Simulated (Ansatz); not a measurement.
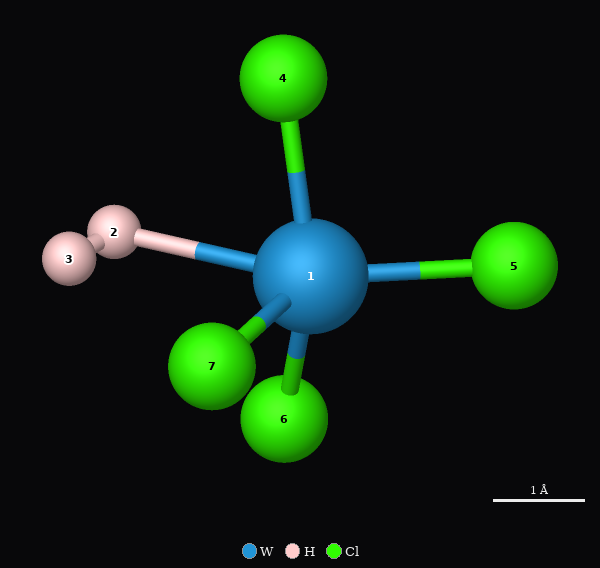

The starting structure (ball-and-stick view, seen at a tilt; atoms are numbered from 1 in the order of the input). Sticks mark near contacts.

**Molecular dynamics, with input and output: WH$_{2}$Cl$_{4}$ (part 1 of 4)**

WH$_{2}$Cl$_{4}$, computed with RKS PBE-D4/def2-SVP (Ansatz 0.2.0).

It belongs to a series of runs on one base structure; here: dynamics from the highest image of the converged band. Figures and captions count atoms from 1; the log counts them from 0 in places.

### Input
```yaml
crystal:
  periodic: [false, false, false]
  atoms:
    - { symbol: W, position_ang: [-0.556703, 0.001011, -0.171116] }
    - { symbol: H, position_ang: [1.463545, -0.003866, 1.114827] }
    - { symbol: H, position_ang: [2.038342, -0.003106, 0.585139] }
    - { symbol: Cl, position_ang: [-0.343242, 2.163348, 0.490172] }
    - { symbol: Cl, position_ang: [-2.818873, 0.003234, -0.239709] }
    - { symbol: Cl, position_ang: [-0.347116, -2.164843, 0.479817] }
    - { symbol: Cl, position_ang: [0.793746, 0.004222, -2.029431] }
basis:
  gaussian: { orbitals: def2-SVP }
hamiltonian:
  xc: pbe
  dispersion: d4
md:
  timestep: 0.5
  n_steps: 200
  ensemble: nve
  temperature: 300.0
  initial_velocities: maxwell_boltzmann
  seed: 6819
```

Run as:
```bash
ansatz run input.yaml --threads 4 --pin off --max-ram 5120MiB --backend cpu --events-out ev --progress --plain --runs-dir out
```

### The program's output
```
Engine: ansatz 0.2.0, aarch64-unknown-linux-gnu
Functional definition: PBE
  parameter kappa = 0.804
  parameter beta = 0.06672455060314922
  exchange = pbe_x(kappa = kappa, mu = beta*pi^2/3)
  correlation = pbe_c(beta = beta)
1203 factors; their error is unknown
mean field evaluation 1: about -51916.4365 eV, gradient 1.4e1 eV
mean field evaluation 2: about -51914.3986 eV, gradient 2.1e1 eV
mean field evaluation 4: about -51916.9910 eV, gradient 4.9e0 eV
mean field evaluation 8: about -51914.9930 eV, gradient 1.3e1 eV
mean field evaluation 16: about -51916.9786 eV, gradient 2.5e-3 eV
mean field evaluation 32: about -51915.5276 eV, gradient 8.0e-1 eV
mean field -51916.97859051 eV, -1907.9137726094 hartree, gradient 1.7e-5 eV, S^2 0.000000; 4 other end points of the search recorded, 0 dependent functions left out
the calculation of the forces begins
reference -51916.97865601 eV, -1907.9137750164 hartree; 42, 42 occupied and 72, 72 virtual orbitals, 1203 factors
md step     0: t =     0.00 fs  T =   300.0 K  F+E_penalty+E_count = -51917.28350381 eV  E_kin = 0.193890 eV  conserved = -51917.08961381 eV  (123 SCF iters)
these checks for a lower state are left out or cut short: starts, cluster_reference, orbital_swaps, neighbouring_geometries, increment
1203 factors; their error is unknown
mean field -51916.97811756 eV, -1907.9137552285 hartree, gradient 1.9e-5 eV, S^2 0.000000; 0 other end points of the search recorded, 0 dependent functions left out
the calculation of the forces begins
reference -51916.97818305 eV, -1907.9137576354 hartree; 42, 42 occupied and 72, 72 virtual orbitals, 1203 factors
md step     1: t =     0.50 fs  T =   299.6 K  F+E_penalty+E_count = -51917.28325649 eV  E_kin = 0.193639 eV  conserved = -51917.08961745 eV  (39 SCF iters, 9 dispersion substeps)
[... from here on the SCF iterations and repeated set-up lines of each step are left out, up to the last step ...]
md step     2: t =     1.00 fs  T =   298.5 K  F+E_penalty+E_count = -51917.28251099 eV  E_kin = 0.192896 eV  conserved = -51917.08961479 eV  (39 SCF iters, 9 dispersion substeps)
md step     3: t =     1.50 fs  T =   296.7 K  F+E_penalty+E_count = -51917.28133426 eV  E_kin = 0.191727 eV  conserved = -51917.08960772 eV  (39 SCF iters, 9 dispersion substeps)
md step     4: t =     2.00 fs  T =   294.4 K  F+E_penalty+E_count = -51917.27985566 eV  E_kin = 0.190256 eV  conserved = -51917.08960008 eV  (40 SCF iters, 9 dispersion substeps)
md step     5: t =     2.50 fs  T =   291.8 K  F+E_penalty+E_count = -51917.27820725 eV  E_kin = 0.188612 eV  conserved = -51917.08959557 eV  (39 SCF iters, 9 dispersion substeps)
md step     6: t =     3.00 fs  T =   289.1 K  F+E_penalty+E_count = -51917.27646624 eV  E_kin = 0.186870 eV  conserved = -51917.08959635 eV  (39 SCF iters, 9 dispersion substeps)
md step     7: t =     3.50 fs  T =   286.3 K  F+E_penalty+E_count = -51917.27462312 eV  E_kin = 0.185021 eV  conserved = -51917.08960182 eV  (39 SCF iters, 9 dispersion substeps)
md step     8: t =     4.00 fs  T =   283.1 K  F+E_penalty+E_count = -51917.27258857 eV  E_kin = 0.182979 eV  conserved = -51917.08960939 eV  (41 SCF iters, 9 dispersion substeps)
md step     9: t =     4.50 fs  T =   279.5 K  F+E_penalty+E_count = -51917.27023449 eV  E_kin = 0.180619 eV  conserved = -51917.08961548 eV  (41 SCF iters, 9 dispersion substeps)
md step    10: t =     5.00 fs  T =   275.2 K  F+E_penalty+E_count = -51917.26745305 eV  E_kin = 0.177837 eV  conserved = -51917.08961630 eV  (41 SCF iters, 9 dispersion substeps)
md step    11: t =     5.50 fs  T =   270.2 K  F+E_penalty+E_count = -51917.26421098 eV  E_kin = 0.174600 eV  conserved = -51917.08961103 eV  (41 SCF iters, 9 dispersion substeps)
md step    12: t =     6.00 fs  T =   264.5 K  F+E_penalty+E_count = -51917.26056800 eV  E_kin = 0.170966 eV  conserved = -51917.08960165 eV  (41 SCF iters, 9 dispersion substeps)
md step    13: t =     6.50 fs  T =   258.5 K  F+E_penalty+E_count = -51917.25665025 eV  E_kin = 0.167058 eV  conserved = -51917.08959233 eV  (41 SCF iters, 9 dispersion substeps)
md step    14: t =     7.00 fs  T =   252.2 K  F+E_penalty+E_count = -51917.25258931 eV  E_kin = 0.163002 eV  conserved = -51917.08958727 eV  (41 SCF iters, 9 dispersion substeps)
md step    15: t =     7.50 fs  T =   245.8 K  F+E_penalty+E_count = -51917.24846058 eV  E_kin = 0.158872 eV  conserved = -51917.08958817 eV  (41 SCF iters, 9 dispersion substeps)
md step    16: t =     8.00 fs  T =   239.3 K  F+E_penalty+E_count = -51917.24425719 eV  E_kin = 0.154664 eV  conserved = -51917.08959317 eV  (41 SCF iters, 9 dispersion substeps)
md step    17: t =     8.50 fs  T =   232.6 K  F+E_penalty+E_count = -51917.23991460 eV  E_kin = 0.150316 eV  conserved = -51917.08959820 eV  (41 SCF iters, 9 dispersion substeps)
md step    18: t =     9.00 fs  T =   225.5 K  F+E_penalty+E_count = -51917.23536908 eV  E_kin = 0.145769 eV  conserved = -51917.08959972 eV  (41 SCF iters, 9 dispersion substeps)
md step    19: t =     9.50 fs  T =   218.2 K  F+E_penalty+E_count = -51917.23061313 eV  E_kin = 0.141017 eV  conserved = -51917.08959588 eV  (41 SCF iters, 9 dispersion substeps)
md step    20: t =    10.00 fs  T =   210.6 K  F+E_penalty+E_count = -51917.22571947 eV  E_kin = 0.136132 eV  conserved = -51917.08958789 eV  (40 SCF iters, 9 dispersion substeps)
md step    21: t =    10.50 fs  T =   203.1 K  F+E_penalty+E_count = -51917.22082140 eV  E_kin = 0.131243 eV  conserved = -51917.08957886 eV  (41 SCF iters, 9 dispersion substeps)
md step    22: t =    11.00 fs  T =   195.7 K  F+E_penalty+E_count = -51917.21606446 eV  E_kin = 0.126492 eV  conserved = -51917.08957225 eV  (41 SCF iters, 9 dispersion substeps)
md step    23: t =    11.50 fs  T =   188.7 K  F+E_penalty+E_count = -51917.21155393 eV  E_kin = 0.121984 eV  conserved = -51917.08957026 eV  (41 SCF iters, 9 dispersion substeps)
md step    24: t =    12.00 fs  T =   182.2 K  F+E_penalty+E_count = -51917.20732140 eV  E_kin = 0.117748 eV  conserved = -51917.08957304 eV  (41 SCF iters, 9 dispersion substeps)
md step    25: t =    12.50 fs  T =   176.0 K  F+E_penalty+E_count = -51917.20332363 eV  E_kin = 0.113745 eV  conserved = -51917.08957855 eV  (41 SCF iters, 9 dispersion substeps)
md step    26: t =    13.00 fs  T =   170.0 K  F+E_penalty+E_count = -51917.19947438 eV  E_kin = 0.109891 eV  conserved = -51917.08958348 eV  (41 SCF iters, 9 dispersion substeps)
md step    27: t =    13.50 fs  T =   164.2 K  F+E_penalty+E_count = -51917.19569663 eV  E_kin = 0.106112 eV  conserved = -51917.08958414 eV  (41 SCF iters, 9 dispersion substeps)
md step    28: t =    14.00 fs  T =   158.4 K  F+E_penalty+E_count = -51917.19197474 eV  E_kin = 0.102396 eV  conserved = -51917.08957924 eV  (41 SCF iters, 9 dispersion substeps)
md step    29: t =    14.50 fs  T =   152.9 K  F+E_penalty+E_count = -51917.18837763 eV  E_kin = 0.098808 eV  conserved = -51917.08957009 eV  (41 SCF iters, 9 dispersion substeps)
md step    30: t =    15.00 fs  T =   147.7 K  F+E_penalty+E_count = -51917.18503975 eV  E_kin = 0.095479 eV  conserved = -51917.08956027 eV  (41 SCF iters, 9 dispersion substeps)
md step    31: t =    15.50 fs  T =   143.2 K  F+E_penalty+E_count = -51917.18210557 eV  E_kin = 0.092551 eV  conserved = -51917.08955439 eV  (41 SCF iters, 9 dispersion substeps)
md step    32: t =    16.00 fs  T =   139.4 K  F+E_penalty+E_count = -51917.17966377 eV  E_kin = 0.090109 eV  conserved = -51917.08955450 eV  (41 SCF iters, 9 dispersion substeps)
md step    33: t =    16.50 fs  T =   136.4 K  F+E_penalty+E_count = -51917.17771227 eV  E_kin = 0.088152 eV  conserved = -51917.08956005 eV  (41 SCF iters, 9 dispersion substeps)
md step    34: t =    17.00 fs  T =   134.0 K  F+E_penalty+E_count = -51917.17617048 eV  E_kin = 0.086603 eV  conserved = -51917.08956723 eV  (41 SCF iters, 9 dispersion substeps)
md step    35: t =    17.50 fs  T =   132.1 K  F+E_penalty+E_count = -51917.17493453 eV  E_kin = 0.085363 eV  conserved = -51917.08957182 eV  (41 SCF iters, 9 dispersion substeps)
md step    36: t =    18.00 fs  T =   130.5 K  F+E_penalty+E_count = -51917.17394087 eV  E_kin = 0.084369 eV  conserved = -51917.08957143 eV  (40 SCF iters, 9 dispersion substeps)
md step    37: t =    18.50 fs  T =   129.4 K  F+E_penalty+E_count = -51917.17320369 eV  E_kin = 0.083638 eV  conserved = -51917.08956603 eV  (41 SCF iters, 9 dispersion substeps)
md step    38: t =    19.00 fs  T =   128.8 K  F+E_penalty+E_count = -51917.17281145 eV  E_kin = 0.083253 eV  conserved = -51917.08955831 eV  (41 SCF iters, 9 dispersion substeps)
md step    39: t =    19.50 fs  T =   128.9 K  F+E_penalty+E_count = -51917.17288679 eV  E_kin = 0.083335 eV  conserved = -51917.08955168 eV  (41 SCF iters, 9 dispersion substeps)
md step    40: t =    20.00 fs  T =   129.9 K  F+E_penalty+E_count = -51917.17353425 eV  E_kin = 0.083985 eV  conserved = -51917.08954895 eV  (41 SCF iters, 9 dispersion substeps)
md step    41: t =    20.50 fs  T =   131.9 K  F+E_penalty+E_count = -51917.17479871 eV  E_kin = 0.085248 eV  conserved = -51917.08955112 eV  (41 SCF iters, 9 dispersion substeps)
md step    42: t =    21.00 fs  T =   134.8 K  F+E_penalty+E_count = -51917.17665062 eV  E_kin = 0.087094 eV  conserved = -51917.08955670 eV  (41 SCF iters, 9 dispersion substeps)
md step    43: t =    21.50 fs  T =   138.4 K  F+E_penalty+E_count = -51917.17900400 eV  E_kin = 0.089441 eV  conserved = -51917.08956308 eV  (41 SCF iters, 9 dispersion substeps)
md step    44: t =    22.00 fs  T =   142.6 K  F+E_penalty+E_count = -51917.18175735 eV  E_kin = 0.092190 eV  conserved = -51917.08956707 eV  (41 SCF iters, 9 dispersion substeps)
md step    45: t =    22.50 fs  T =   147.4 K  F+E_penalty+E_count = -51917.18484259 eV  E_kin = 0.095276 eV  conserved = -51917.08956651 eV  (41 SCF iters, 9 dispersion substeps)
md step    46: t =    23.00 fs  T =   152.7 K  F+E_penalty+E_count = -51917.18825889 eV  E_kin = 0.098697 eV  conserved = -51917.08956148 eV  (41 SCF iters, 9 dispersion substeps)
md step    47: t =    23.50 fs  T =   158.6 K  F+E_penalty+E_count = -51917.19207342 eV  E_kin = 0.102519 eV  conserved = -51917.08955437 eV  (41 SCF iters, 9 dispersion substeps)
md step    48: t =    24.00 fs  T =   165.3 K  F+E_penalty+E_count = -51917.19638648 eV  E_kin = 0.106838 eV  conserved = -51917.08954890 eV  (41 SCF iters, 9 dispersion substeps)
md step    49: t =    24.50 fs  T =   172.9 K  F+E_penalty+E_count = -51917.20127808 eV  E_kin = 0.111730 eV  conserved = -51917.08954797 eV  (41 SCF iters, 9 dispersion substeps)
md step    50: t =    25.00 fs  T =   181.4 K  F+E_penalty+E_count = -51917.20676568 eV  E_kin = 0.117214 eV  conserved = -51917.08955170 eV  (40 SCF iters, 9 dispersion substeps)
md step    51: t =    25.50 fs  T =   190.7 K  F+E_penalty+E_count = -51917.21279929 eV  E_kin = 0.123241 eV  conserved = -51917.08955802 eV  (40 SCF iters, 9 dispersion substeps)
md step    52: t =    26.00 fs  T =   200.7 K  F+E_penalty+E_count = -51917.21929433 eV  E_kin = 0.129731 eV  conserved = -51917.08956337 eV  (39 SCF iters, 9 dispersion substeps)
md step    53: t =    26.50 fs  T =   211.4 K  F+E_penalty+E_count = -51917.22618498 eV  E_kin = 0.136620 eV  conserved = -51917.08956454 eV  (39 SCF iters, 9 dispersion substeps)
md step    54: t =    27.00 fs  T =   222.7 K  F+E_penalty+E_count = -51917.23346882 eV  E_kin = 0.143908 eV  conserved = -51917.08956110 eV  (39 SCF iters, 9 dispersion substeps)
md step    55: t =    27.50 fs  T =   234.7 K  F+E_penalty+E_count = -51917.24121848 eV  E_kin = 0.151664 eV  conserved = -51917.08955433 eV  (37 SCF iters, 9 dispersion substeps)
md step    56: t =    28.00 fs  T =   247.6 K  F+E_penalty+E_count = -51917.24956061 eV  E_kin = 0.160014 eV  conserved = -51917.08954658 eV  (39 SCF iters, 9 dispersion substeps)
md step    57: t =    28.50 fs  T =   261.6 K  F+E_penalty+E_count = -51917.25863418 eV  E_kin = 0.169094 eV  conserved = -51917.08954066 eV  (39 SCF iters, 9 dispersion substeps)
md step    58: t =    29.00 fs  T =   277.0 K  F+E_penalty+E_count = -51917.26854629 eV  E_kin = 0.179008 eV  conserved = -51917.08953847 eV  (94 SCF iters, 9 dispersion substeps)
md step    59: t =    29.50 fs  T =   293.7 K  F+E_penalty+E_count = -51917.27934290 eV  E_kin = 0.189803 eV  conserved = -51917.08954017 eV  (39 SCF iters, 9 dispersion substeps)
md step    60: t =    30.00 fs  T =   311.7 K  F+E_penalty+E_count = -51917.29100421 eV  E_kin = 0.201460 eV  conserved = -51917.08954467 eV  (39 SCF iters, 9 dispersion substeps)
md step    61: t =    30.50 fs  T =   331.0 K  F+E_penalty+E_count = -51917.30346226 eV  E_kin = 0.213912 eV  conserved = -51917.08954998 eV  (38 SCF iters, 9 dispersion substeps)
md step    62: t =    31.00 fs  T =   351.4 K  F+E_penalty+E_count = -51917.31663244 eV  E_kin = 0.227078 eV  conserved = -51917.08955449 eV  (37 SCF iters, 9 dispersion substeps)
md step    63: t =    31.50 fs  T =   372.7 K  F+E_penalty+E_count = -51917.33044303 eV  E_kin = 0.240886 eV  conserved = -51917.08955714 eV  (37 SCF iters, 11 dispersion substeps)
md step    64: t =    32.00 fs  T =   395.0 K  F+E_penalty+E_count = -51917.34485105 eV  E_kin = 0.255292 eV  conserved = -51917.08955883 eV  (37 SCF iters, 11 dispersion substeps)
md step    65: t =    32.50 fs  T =   418.2 K  F+E_penalty+E_count = -51917.35983390 eV  E_kin = 0.270272 eV  conserved = -51917.08956189 eV  (38 SCF iters, 11 dispersion substeps)
md step    66: t =    33.00 fs  T =   442.2 K  F+E_penalty+E_count = -51917.37536008 eV  E_kin = 0.285791 eV  conserved = -51917.08956866 eV  (37 SCF iters, 11 dispersion substeps)
md step    67: t =    33.50 fs  T =   466.9 K  F+E_penalty+E_count = -51917.39135226 eV  E_kin = 0.301771 eV  conserved = -51917.08958112 eV  (37 SCF iters, 11 dispersion substeps)
md step    68: t =    34.00 fs  T =   492.1 K  F+E_penalty+E_count = -51917.40765667 eV  E_kin = 0.318056 eV  conserved = -51917.08960079 eV  (37 SCF iters, 11 dispersion substeps)
md step    69: t =    34.50 fs  T =   517.4 K  F+E_penalty+E_count = -51917.42402701 eV  E_kin = 0.334400 eV  conserved = -51917.08962658 eV  (37 SCF iters, 11 dispersion substeps)
md step    70: t =    35.00 fs  T =   542.3 K  F+E_penalty+E_count = -51917.44013162 eV  E_kin = 0.350474 eV  conserved = -51917.08965804 eV  (37 SCF iters, 11 dispersion substeps)
md step    71: t =    35.50 fs  T =   566.1 K  F+E_penalty+E_count = -51917.45556656 eV  E_kin = 0.365873 eV  conserved = -51917.08969333 eV  (37 SCF iters, 11 dispersion substeps)
md step    72: t =    36.00 fs  T =   588.2 K  F+E_penalty+E_count = -51917.46987504 eV  E_kin = 0.380143 eV  conserved = -51917.08973186 eV  (37 SCF iters, 11 dispersion substeps)
md step    73: t =    36.50 fs  T =   607.7 K  F+E_penalty+E_count = -51917.48255976 eV  E_kin = 0.392786 eV  conserved = -51917.08977358 eV  (35 SCF iters, 11 dispersion substeps)
md step    74: t =    37.00 fs  T =   624.0 K  F+E_penalty+E_count = -51917.49309035 eV  E_kin = 0.403274 eV  conserved = -51917.08981648 eV  (35 SCF iters, 11 dispersion substeps)
md step    75: t =    37.50 fs  T =   636.0 K  F+E_penalty+E_count = -51917.50092298 eV  E_kin = 0.411062 eV  conserved = -51917.08986117 eV  (35 SCF iters, 11 dispersion substeps)
md step    76: t =    38.00 fs  T =   643.1 K  F+E_penalty+E_count = -51917.50552085 eV  E_kin = 0.415618 eV  conserved = -51917.08990273 eV  (35 SCF iters, 11 dispersion substeps)
md step    77: t =    38.50 fs  T =   644.4 K  F+E_penalty+E_count = -51917.50641008 eV  E_kin = 0.416473 eV  conserved = -51917.08993665 eV  (35 SCF iters, 11 dispersion substeps)
md step    78: t =    39.00 fs  T =   639.5 K  F+E_penalty+E_count = -51917.50325375 eV  E_kin = 0.413297 eV  conserved = -51917.08995666 eV  (35 SCF iters, 11 dispersion substeps)
md step    79: t =    39.50 fs  T =   628.2 K  F+E_penalty+E_count = -51917.49594946 eV  E_kin = 0.405994 eV  conserved = -51917.08995529 eV  (35 SCF iters, 11 dispersion substeps)
md step    80: t =    40.00 fs  T =   610.9 K  F+E_penalty+E_count = -51917.48473572 eV  E_kin = 0.394810 eV  conserved = -51917.08992580 eV  (34 SCF iters, 11 dispersion substeps)
md step    81: t =    40.50 fs  T =   588.6 K  F+E_penalty+E_count = -51917.47028162 eV  E_kin = 0.380417 eV  conserved = -51917.08986485 eV  (34 SCF iters, 11 dispersion substeps)
md step    82: t =    41.00 fs  T =   563.1 K  F+E_penalty+E_count = -51917.45372567 eV  E_kin = 0.363951 eV  conserved = -51917.08977430 eV  (34 SCF iters, 11 dispersion substeps)
md step    83: t =    41.50 fs  T =   536.9 K  F+E_penalty+E_count = -51917.43663289 eV  E_kin = 0.346970 eV  conserved = -51917.08966288 eV  (34 SCF iters, 11 dispersion substeps)
md step    84: t =    42.00 fs  T =   512.6 K  F+E_penalty+E_count = -51917.42085058 eV  E_kin = 0.331305 eV  conserved = -51917.08954560 eV  (33 SCF iters, 11 dispersion substeps)
md step    85: t =    42.50 fs  T =   493.3 K  F+E_penalty+E_count = -51917.40827067 eV  E_kin = 0.318829 eV  conserved = -51917.08944156 eV  (34 SCF iters, 11 dispersion substeps)
md step    86: t =    43.00 fs  T =   481.5 K  F+E_penalty+E_count = -51917.40053738 eV  E_kin = 0.311168 eV  conserved = -51917.08936911 eV  (34 SCF iters, 11 dispersion substeps)
md step    87: t =    43.50 fs  T =   478.8 K  F+E_penalty+E_count = -51917.39876831 eV  E_kin = 0.309427 eV  conserved = -51917.08934174 eV  (33 SCF iters, 11 dispersion substeps)
md step    88: t =    44.00 fs  T =   485.8 K  F+E_penalty+E_count = -51917.40335879 eV  E_kin = 0.313995 eV  conserved = -51917.08936359 eV  (33 SCF iters, 11 dispersion substeps)
md step    89: t =    44.50 fs  T =   502.1 K  F+E_penalty+E_count = -51917.41392510 eV  E_kin = 0.324496 eV  conserved = -51917.08942927 eV  (35 SCF iters, 11 dispersion substeps)
md step    90: t =    45.00 fs  T =   525.9 K  F+E_penalty+E_count = -51917.42939548 eV  E_kin = 0.339870 eV  conserved = -51917.08952567 eV  (34 SCF iters, 11 dispersion substeps)
md step    91: t =    45.50 fs  T =   554.8 K  F+E_penalty+E_count = -51917.44821849 eV  E_kin = 0.358582 eV  conserved = -51917.08963603 eV  (34 SCF iters, 11 dispersion substeps)
md step    92: t =    46.00 fs  T =   586.2 K  F+E_penalty+E_count = -51917.46862915 eV  E_kin = 0.378886 eV  conserved = -51917.08974360 eV  (33 SCF iters, 11 dispersion substeps)
md step    93: t =    46.50 fs  T =   617.5 K  F+E_penalty+E_count = -51917.48891252 eV  E_kin = 0.399078 eV  conserved = -51917.08983483 eV  (33 SCF iters, 11 dispersion substeps)
md step    94: t =    47.00 fs  T =   646.3 K  F+E_penalty+E_count = -51917.50761808 eV  E_kin = 0.417717 eV  conserved = -51917.08990099 eV  (34 SCF iters, 11 dispersion substeps)
md step    95: t =    47.50 fs  T =   671.1 K  F+E_penalty+E_count = -51917.52370151 eV  E_kin = 0.433763 eV  conserved = -51917.08993808 eV  (34 SCF iters, 11 dispersion substeps)
md step    96: t =    48.00 fs  T =   691.1 K  F+E_penalty+E_count = -51917.53659019 eV  E_kin = 0.446644 eV  conserved = -51917.08994589 eV  (34 SCF iters, 11 dispersion substeps)
md step    97: t =    48.50 fs  T =   705.9 K  F+E_penalty+E_count = -51917.54618231 eV  E_kin = 0.456254 eV  conserved = -51917.08992802 eV  (35 SCF iters, 13 dispersion substeps)
md step    98: t =    49.00 fs  T =   716.2 K  F+E_penalty+E_count = -51917.55279083 eV  E_kin = 0.462901 eV  conserved = -51917.08989033 eV  (35 SCF iters, 13 dispersion substeps)
md step    99: t =    49.50 fs  T =   722.9 K  F+E_penalty+E_count = -51917.55705091 eV  E_kin = 0.467211 eV  conserved = -51917.08983961 eV  (35 SCF iters, 13 dispersion substeps)
```
